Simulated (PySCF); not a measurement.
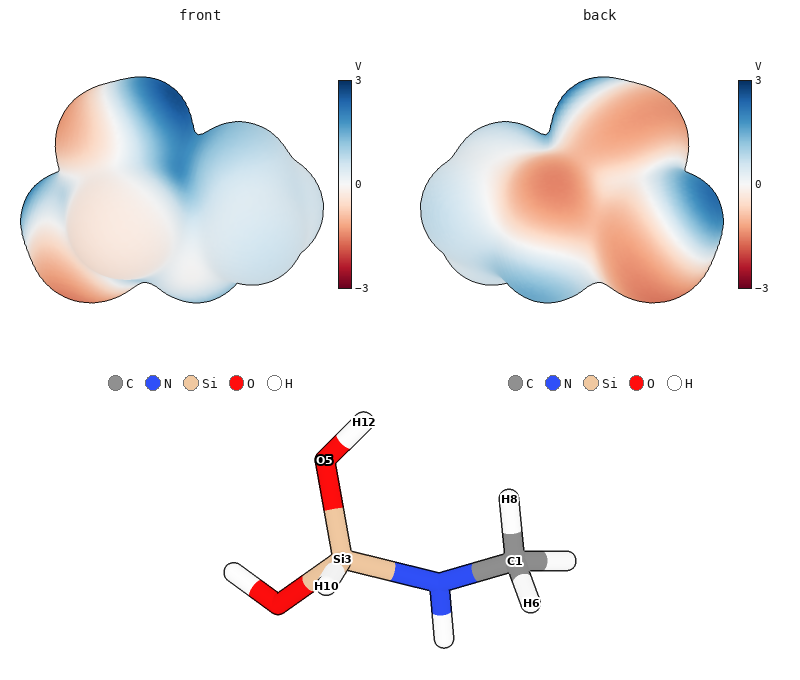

CH7NO2Si (SMILES CN[SiH](O)O). The molecular electrostatic potential painted on the density surface at 0.002 e/bohr³, seen from the front and from behind; the colour scale runs from red (negative) to blue (positive). The bare structure is drawn below in the same view.

Geometry: GFN2-xTB.

The calculation used PySCF 2.14.0, PBE0/pcSseg-1, SCF density, gas phase, non-relativistic.

| atom | x (Å) | y (Å) | z (Å) |
| --- | --- | --- | --- |
| C | 1.7430 | 0.0619 | 0.3470 |
| N | 0.5395 | 0.6178 | -0.2218 |
| Si | -0.9309 | -0.2599 | -0.3862 |
| O | -1.9276 | 0.7122 | -1.2162 |
| O | -1.6180 | -0.5241 | 1.0700 |
| H | 2.3024 | -0.5606 | -0.3619 |
| H | 2.3990 | 0.8639 | 0.6916 |
| H | 1.4795 | -0.5580 | 1.2026 |
| H | 0.7485 | 1.2553 | -0.9747 |
| H | -0.8224 | -1.5401 | -1.0881 |
| H | -2.8020 | 0.8426 | -0.8624 |
| H | -1.1098 | -0.9117 | 1.7740 |

**Where is the surface potential most negative and most positive?**

The most negative region (about −1.5 V) lies over O4, the most positive (about +2.5 V) over H12. O4 is the likeliest acceptor of a hydrogen bond.
